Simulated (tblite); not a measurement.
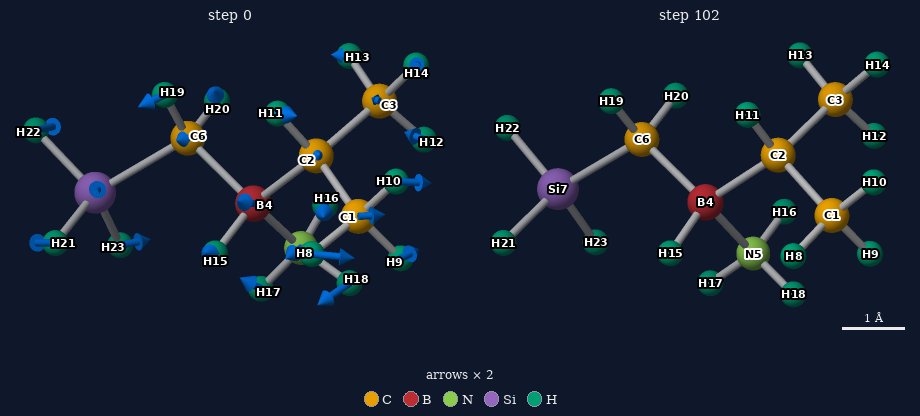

The structure of C4H16BNSi before (left) and after (right) a relaxation, at one scale. The blue arrows give the displacements, 2 times their true length.

A ball-and-stick model, seen at a tilt.

Theory: tblite 0.8.0, GFN2-xTB geometry optimisation, gas phase. 

Describe what moved and what it gained.

Answer. The energy falls by 0.369 eV in 102 geometry steps. The atom that moves furthest after the best rigid fit is H21 (0.50 Å). By element the largest moves are H 0.50 Å, B 0.27 Å, C 0.23 Å, N 0.23 Å, Si 0.21 Å. Among the contacts that change: B4–N5 1.535 → 1.642 Å, N5–H17 1.049 → 1.014 Å, C1–H10 1.125 → 1.090 Å, Si7–H23 1.454 → 1.488 Å. Among the angles between lasting bonds that change: C2–B4–N5 111.5° → 106.1°, B4–C6–Si7 111.4° → 116.5°, C2–B4–H15 107.4° → 112.0°. The run took 1.4 s on 1 thread of Arm Neoverse N1, with other jobs on the host.
